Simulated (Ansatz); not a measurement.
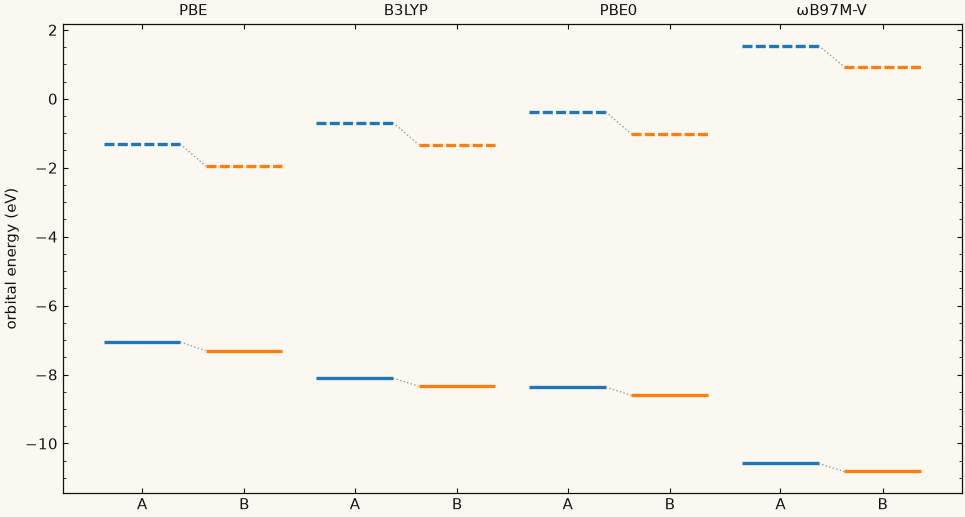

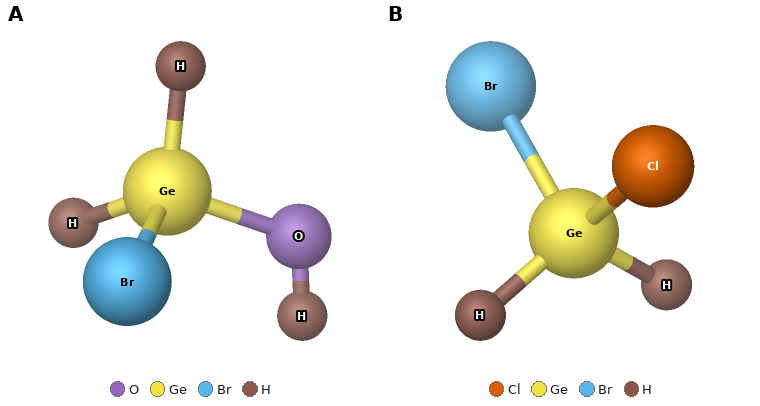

One change: A, GeH₃OBr (SMILES [OH][GeH2][Br]), becomes B, GeH₂BrCl (SMILES [Cl][GeH2][Br]). OH on Ge is replaced by Cl. HOMO (solid) and LUMO (dashed) computed in def2-TZVPP at PBE0-D4/def2-TZVP geometries, both minima by their frequencies, gas phase, the Ansatz code 0.2.0. Empty levels above zero depend strongly on the basis.

### What does the change do to HOMO and LUMO?

PBE: the HOMO falls by 0.25 eV, the LUMO falls by 0.64 eV, and the separation goes from 5.75 to 5.35 eV. B3LYP: the HOMO falls by 0.24 eV, the LUMO falls by 0.63 eV, and the separation goes from 7.41 to 7.01 eV. PBE0: the HOMO falls by 0.24 eV, the LUMO falls by 0.64 eV, and the separation goes from 7.98 to 7.58 eV. ωB97M-V: the HOMO falls by 0.23 eV, the LUMO falls by 0.61 eV, and the separation goes from 12.12 to 11.74 eV.

### Do the functionals agree on the effect?

They agree on the direction for both levels; the HOMO shift lies between −0.25 and −0.23 eV and the LUMO shift between −0.64 and −0.61 eV, while the separations themselves differ by up to 6.4 eV between functionals.
